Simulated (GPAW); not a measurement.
Two runs for the C K edge of atom 2 in TiC (Fm-3m). Run A: GPAW, PBE, excited-electron core hole (neutral cell), 16-atom cell with 6.1 Å between holes, 7×7×7 k points, dipole transitions, Gaussian full width 0.9 eV up to 4 eV, rising linearly to 3.5 eV at 25 eV. Run B differs in one choice.

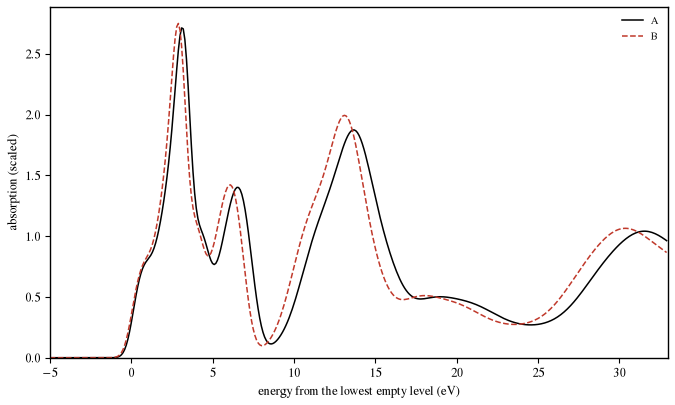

Energy from the lowest empty level; intensity scaled to a mean of 1 over the first 20 eV.

The database entry behind the starting cell differs from later determinations by our own check (0.1 to 0.3 % short, probably kX units), so it need not match the best structure at ambient conditions.

Q: What was changed?
a) the k mesh of the field
b) the volume of the cell
c) the size of the supercell
d) the plane-wave cutoff

(b): run B changes the volume scale from 1 to 1.06. The scaled spectrum changes by 22 % r.m.s. A shift of -0.4 eV leaves 11 %. The highest intensity below 16 eV goes from 3.1 eV (2.71) to 2.9 eV (2.75). Other settings could leave a like mark; this is the one that was changed.

[Hosts, paths, dates, database ids (printed as entryN), source tags and the programs' standing remarks are cut or masked in the printed files.]

[Lists of maxima count a maximum above −3 eV only where it reaches 4 % of the highest in the window and stands out from its surroundings by 2 % of it (1.5 % where it reaches 55 %); shoulders and weaker maxima are passed over, and of the rest the first, up to two pre-edge ones and the few strongest are named.]
